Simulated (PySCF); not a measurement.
```xyz
18

C     3.1885   -0.2315    0.4191
C     2.3275   -0.1893   -0.8444
C     0.9197   -0.0714   -0.5337
C    -0.2647    0.0262   -0.2597
C    -1.5915    0.1358    0.0352
C    -2.6153    0.1943   -1.0486
C    -2.0597    0.2011    1.4502
H     3.0527    0.6771    1.0014
H     4.2401   -0.3221    0.1551
H     2.9110   -1.0807    1.0395
H     2.4896   -1.1015   -1.4311
H     2.6293    0.6609   -1.4678
H    -3.3287   -0.6282   -0.9493
H    -2.1485    0.1349   -2.0289
H    -3.1870    1.1243   -0.9883
H    -1.2206    0.1497    2.1398
H    -2.6070    1.1301    1.6320
H    -2.7440   -0.6235    1.6679
```

Geometry: GFN2-xTB.

The calculation used PySCF, UKS B3LYP, pcH-1 on C H, non-relativistic, mean-field spin-orbit, GIAO.

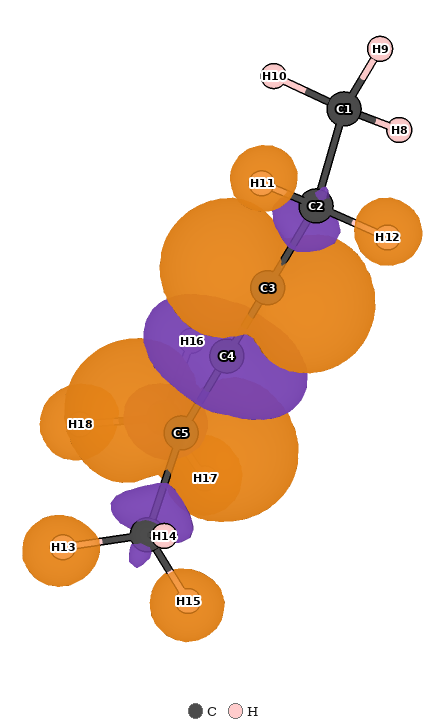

C7H11 (doublet). Isosurfaces of the spin density at +0.015 (orange) and −0.015 e/Å³ (purple), seen at an oblique angle.

Describe the spin distribution.

Answer. The unpaired spin (1 electron) lies mostly on C5 (about 0.4) and C3 (about 0.3), in electrons by Hirshfeld's partition.
